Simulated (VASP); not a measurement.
Band structure of TlCl (relaxed from the wurtzite structure, space group P6_3mc). Calculation: PBE GGA, VASP's PBE PAW potentials (set 64) (plane waves; VASP).

Unless said otherwise, spin-orbit coupling is left out, though it shifts the bands of the heavy elements here.

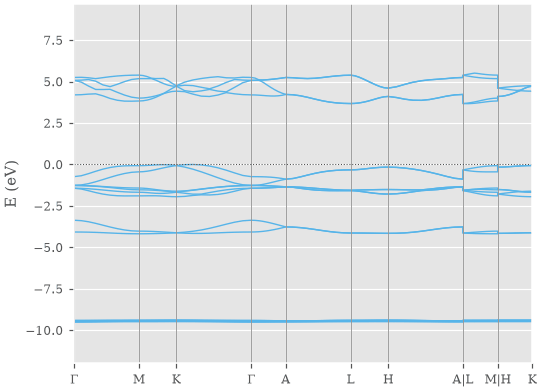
Figure. Bands along high-symmetry lines, zero at the valence-band maximum or, without a gap, the Fermi level

Read the plot: is there a gap, and where are the band edges?

The gap is indirect, 3.67 eV, from the valence maximum at K-Γ at 0.22 to the conduction minimum at L-M at 0.11. (Edges off the drawn lines would not show.)

The structure was generated: TlCl was put into the wurtzite type (P6_3mc), which need not be its known phase. It was relaxed first, which changed the volume by +100 %.
